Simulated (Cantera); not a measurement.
A closed system holds: 1 mol Si3N4, 0.27 mol H2O, 8.6 mol H2, held at 27.0 Pa.

These are equilibrium values from Cantera (NASA tables, ideal gas, pure condensed phases), not measurements of a reactor. Candidate condensed phases: H2O, Si, SiO2, Si2N2O, Si3N4; 35 gas species. Mutual solubility and eutectic melting of coexisting phases are not modelled. The numbers say what is thermodynamically allowed, not how fast it happens.

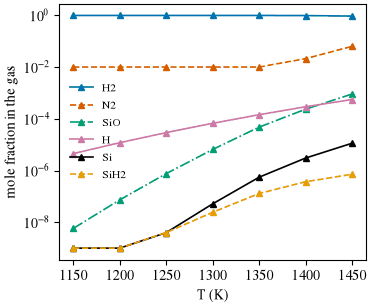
Equilibrium gas composition (values under 1e-9 drawn at 1e-9)

Task: Read off the mole fractions at 1300 K.

Result: H2 about 0.99, N2 about 0.010, H about 6.7e-5, SiO about 6.5e-6, Si about 5.2e-8, SiH2 about 2.4e-8.
